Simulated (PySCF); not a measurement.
## C2H4ClFGaN: one change and its effect

System: C2H4ClFGaN.
Method of the first run: TDDFT PBE/def2-SVPD, vertical, gas phase, core orbitals frozen in the response (PySCF 2.14.0).

The geometry comes from this level: PBE0-D3(BJ)/def2-SVP. Text and figures count atoms from 1; the logs count them from 0 in places.

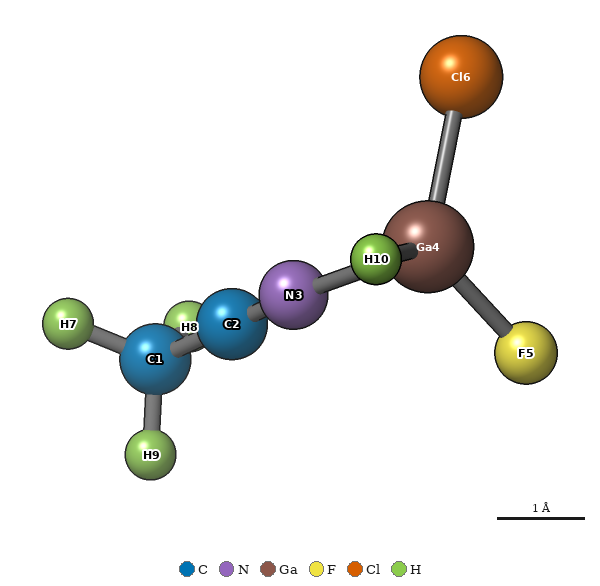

The structure as given in the input (ball-and-stick view, seen at a tilt; atoms are numbered from 1 in the order of the input). Sticks mark near contacts. Bond lengths as drawn: Cl–Ga 2.17 Å, C–C 1.44 Å, C–H 1.10 Å, C–N 1.15 Å, F–Ga 1.77 Å, Ga–H 1.55 Å and Ga–N 2.11 Å.

Input file, the first run:
```
{"job": {"kind": "uv", "xc": "PBE", "basis": "def2-SVPD", "ip": true}, "charge": 0, "multiplicity": 1}
C     -2.233987    -0.129944     0.132947
C     -0.791150    -0.074864     0.186891
N      0.357650    -0.016521     0.217666
Ga     2.450095     0.043199    -0.056785
F      2.459060    -1.164038    -1.345661
Cl     2.549475     2.071057    -0.828608
H     -2.659023     0.360830     1.019920
H     -2.584254     0.388189    -0.771442
H     -2.564804    -1.177715     0.101564
H      3.066873    -0.320672     1.322321
```

The first line tells a small driver script what to run in PySCF; the rest is the geometry in Å.

Launched with:
```bash
OMP_NUM_THREADS=1 python <driver script> task.json out
```

Hardware: 1 CPU thread, shared host.

Output (the first run):
```
coarse grid: 44400 points
cycle   1  E = -2616.9170840521  dE = -8.968e-02  |g| = 1.006e+00  |ddm| = 5.033e+00
cycle   2  E = -2615.8840695529  dE =  1.033e+00  |g| = 2.613e+00  |ddm| = 3.533e+00
cycle   3  E = -2617.0337357897  dE = -1.150e+00  |g| = 5.122e-01  |ddm| = 2.569e+00
cycle   4  E = -2617.0778033724  dE = -4.407e-02  |g| = 1.253e-01  |ddm| = 6.349e-01
cycle   5  E = -2617.0772969111  dE =  5.065e-04  |g| = 1.268e-01  |ddm| = 1.955e-01
cycle   6  E = -2617.0806492145  dE = -3.352e-03  |g| = 2.395e-02  |ddm| = 1.028e-01
cycle   7  E = -2617.0807857875  dE = -1.366e-04  |g| = 7.621e-03  |ddm| = 2.969e-02
cycle   8  E = -2617.0807989750  dE = -1.319e-05  |g| = 1.621e-03  |ddm| = 9.107e-03
cycle   9  E = -2617.0807995349  dE = -5.599e-07  |g| = 2.879e-04  |ddm| = 2.133e-03
final grid: 91536 points
cycle  10  E = -2617.0808205768  dE = -4.888e-08  |g| = 4.411e-04  |ddm| = 4.235e-03
cycle  11  E = -2617.0808203820  dE =  1.948e-07  |g| = 1.058e-03  |ddm| = 1.587e-03
cycle  12  E = -2617.0808206092  dE = -2.272e-07  |g| = 2.579e-04  |ddm| = 1.005e-03
cycle  13  E = -2617.0808206244  dE = -1.518e-08  |g| = 6.799e-05  |ddm| = 2.791e-04
cycle  14  E = -2617.0808206252  dE = -8.686e-10  |g| = 1.102e-05  |ddm| = 5.995e-05
converged SCF energy = -2617.0808206252

Static polarisability (au): isotropic 76.587, principal 61.864 73.204 94.694

Singlet excitations
state   eV       nm        f      main configurations
  1   4.6109    268.9   0.00158   H->L 0.99
  2   4.6400    267.2   0.00013   H->L+1 1.00
  3   4.7849    259.1   0.00025   H-1->L 0.99
  4   4.8540    255.4   0.01519   H-1->L+1 0.98
  5   5.1776    239.5   0.00109   H-2->L 0.90, H-2->L+1 0.10
  6   5.2553    235.9   0.02914   H-2->L+1 0.89, H-2->L 0.09
  7   5.7243    216.6   0.00470   H->L+2 1.00
  8   5.8524    211.9   0.00540   H-3->L 0.65, H-3->L+1 0.34
  9   5.8784    210.9   0.00389   H-3->L+1 0.66, H-3->L 0.33
 10   5.9046    210.0   0.00926   H-1->L+2 0.98

Triplet excitations (Tamm-Dancoff, eV): 4.5760 4.6029 4.7483 4.7567
Vertical ionisation energy (delta-SCF) = 9.9921 eV
Vertical electron affinity (delta-SCF) = -0.6264 eV
```

The second run used a changed input.

The two runs side by side:

| quantity | the first run | the second run |
| --- | --- | --- |
| outcome | converged | converged |
| total energy (hartree) | −2617.080821 | −2617.809991 |
| HOMO (eV) | −6.79 | −10.04 |
| LUMO (eV) | −2.19 | 0.73 |
| dipole moment (D) | 8.71 | 8.94 |
| lowest excitation (eV) | 4.61 | 7.01 |
| SCF iterations | 14 | 13 |
| strongest computed line (eV) | 5.26 | 7.68 |
| basis functions | 180 | 180 |
| wall time (shared host) | 3.7 min | 4 min |

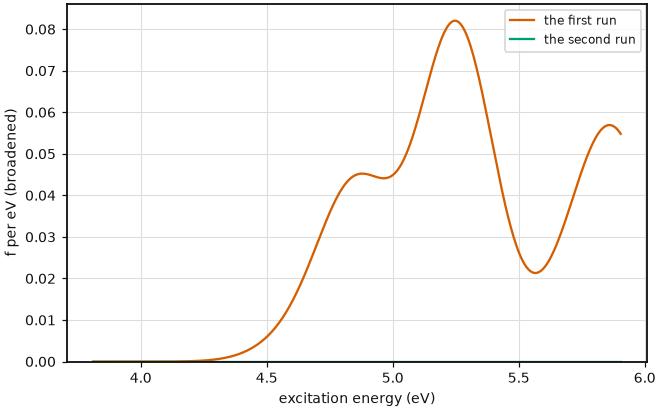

Absorption of the two runs from their computed states, each broadened by a Gaussian of 0.35 eV full width; the range ends where the shorter list of states ends.

Which change of the input explains these differences?

The change (lines with − go, lines with + come):
```diff
-"xc": "PBE"
+"xc": "wB97X-D"
```

The total energies belong to different methods, so their difference says nothing on which is more stable or more accurate. The HOMO goes from −6.79 to −10.04 eV. The LUMO goes from −2.19 to 0.73 eV. The dipole moment goes from 8.71 to 8.94 D. The lowest excitation goes from 4.61 to 7.01 eV. The strongest computed line goes from 5.26 to 7.68 eV. The functional changes from PBE to wB97X-D. Exact exchange removes part of the self-interaction error of semilocal functionals, which pushes filled and empty levels apart. The SCF takes 13 iterations against 14.

Output (the second run):
```
coarse grid: 44400 points
cycle   1  E = -2617.6607519918  dE = -1.137e-01  |g| = 8.566e-01  |ddm| = 4.481e+00
cycle   2  E = -2617.5761594994  dE =  8.459e-02  |g| = 1.206e+00  |ddm| = 1.878e+00
cycle   3  E = -2617.8078088695  dE = -2.316e-01  |g| = 9.848e-02  |ddm| = 9.901e-01
cycle   4  E = -2617.8094218157  dE = -1.613e-03  |g| = 5.999e-02  |ddm| = 1.679e-01
cycle   5  E = -2617.8100569777  dE = -6.352e-04  |g| = 1.919e-02  |ddm| = 8.124e-02
cycle   6  E = -2617.8101349987  dE = -7.802e-05  |g| = 4.896e-03  |ddm| = 2.056e-02
cycle   7  E = -2617.8101397454  dE = -4.747e-06  |g| = 1.756e-03  |ddm| = 7.560e-03
final grid: 91536 points
cycle   8  E = -2617.8099901501  dE = -1.026e-06  |g| = 1.835e-03  |ddm| = 8.212e-03
cycle   9  E = -2617.8099900234  dE =  1.267e-07  |g| = 2.103e-03  |ddm| = 3.792e-03
cycle  10  E = -2617.8099905607  dE = -5.373e-07  |g| = 2.728e-04  |ddm| = 1.947e-03
cycle  11  E = -2617.8099905756  dE = -1.487e-08  |g| = 6.163e-05  |ddm| = 2.959e-04
cycle  12  E = -2617.8099905775  dE = -1.865e-09  |g| = 2.125e-05  |ddm| = 1.555e-04
cycle  13  E = -2617.8099905776  dE = -1.696e-10  |g| = 3.345e-06  |ddm| = 4.688e-05
converged SCF energy = -2617.8099905776

Static polarisability (au): isotropic 71.184, principal 58.495 68.654 86.403

Singlet excitations
state   eV       nm        f      main configurations
  1   7.0096    176.9   0.01194   H->L 0.43, H->L+1 0.41
  2   7.1162    174.2   0.00311   H->L+1 0.48, H->L 0.43
  3   7.1906    172.4   0.02224   H-1->L 0.50, H-1->L+1 0.30
  4   7.2981    169.9   0.01217   H-1->L+1 0.51, H-1->L 0.28, H-2->L 0.08
  5   7.5614    164.0   0.00291   H-2->L 0.44, H-2->L+1 0.24
  6   7.6830    161.4   0.08586   H-2->L+1 0.49, H-2->L 0.25
  7   7.8982    157.0   0.04490   H->L+4 0.20, H->L+3 0.18, H-7->L+1 0.10
  8   7.9096    156.8   0.02863   H-6->L 0.18, H->L+4 0.14, H->L+3 0.14
  9   8.0281    154.4   0.02526   H-1->L+4 0.26, H-1->L+3 0.25, H-7->L+1 0.12
 10   8.2182    150.9   0.03080   H->L+2 0.41, H->L+4 0.14, H->L+5 0.09

Triplet excitations (Tamm-Dancoff, eV): 6.4383 6.8159 6.9367 6.9973
Vertical ionisation energy (delta-SCF) = 10.6310 eV
```

For both runs: Spin–orbit coupling is left out, which matters for the heavy atoms.
